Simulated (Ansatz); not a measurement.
The calculation's input:

```
crystal:
  lattice:
    - [0.0, 3.6655294572, 3.6655294572]
    - [3.6655294572, 0.0, 3.6655294572]
    - [3.6655294572, 3.6655294572, 0.0]
  atoms:
    - { symbol: Si, position: [0.25, 0.25, 0.25] }
    - { symbol: Si, position: [0.6249437727, 0.1251686818, 0.6249437727] }
    - { symbol: Si, position: [0.6249437727, 0.6249437727, 0.1251686818] }
    - { symbol: Si, position: [0.6249437727, 0.6249437727, 0.6249437727] }
    - { symbol: Si, position: [0.1251686818, 0.6249437727, 0.6249437727] }
    - { symbol: Se, position: [0.0, 0.0, 0.0] }
basis:
  ecutwfc: 420
kpoints:
  mp_grid: { grid: [10, 10, 10] }
hamiltonian:
  xc: pbe
scf:
  occupations: { method: gaussian, width: 0.1 }
output:
  forces: true
  stress: true
  eigenvalues: true
  write_density: true
  write_potential: true
  elf: true
  volumetric_format: npy
relax:
  adjacent_minimum: "off"
  f_tol: 0.01
  max_steps: 80
  cell: { stress_tol: 0.05 }
```

Command:

```sh
ansatz run input.yaml --threads 1 --pin off --max-ram 2560MiB --backend cpu --events-out ev --progress --plain --runs-dir out
```

Below, planes, directions and counts refer to the conventional cell (a = 7.33 Å, b = 7.33 Å, c = 7.33 Å, α = 90.00°, β = 90.00°, γ = 90.00°).

The fields are those of the run's last geometry, not of the input's.

Space group F-43m; a structure generated by program, which may or may not match a known phase.

Level of theory: DFT PBE, scalar-relativistic, plane waves, PAW (Ansatz 0.2.0).

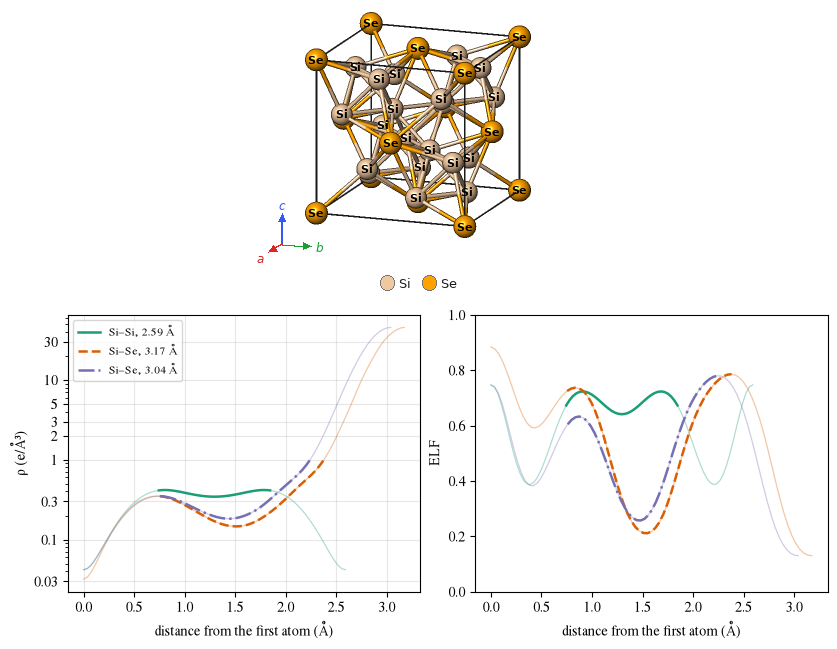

Si5Se. Valence pseudo-density and electron localisation function along straight lines between neighbouring atoms. Thin, pale parts lie inside the atomic spheres. The structure is drawn too.

In a PAW calculation such maps are meaningful between the atoms, not at the nuclei.

Compare the contacts.

Si–Si (2.59 Å): ρ is about 0.34 e/Å³ halfway; the ELF peaks at about 0.70 between the atoms.
Si–Se (3.17 Å): ρ is about 0.15 e/Å³ halfway; the ELF is about 0.20 at the midpoint (no localised pair shows between them).
Si–Se (3.04 Å): the density is about 0.19 e/Å³ at the midpoint; the ELF is about 0.25 at the midpoint.
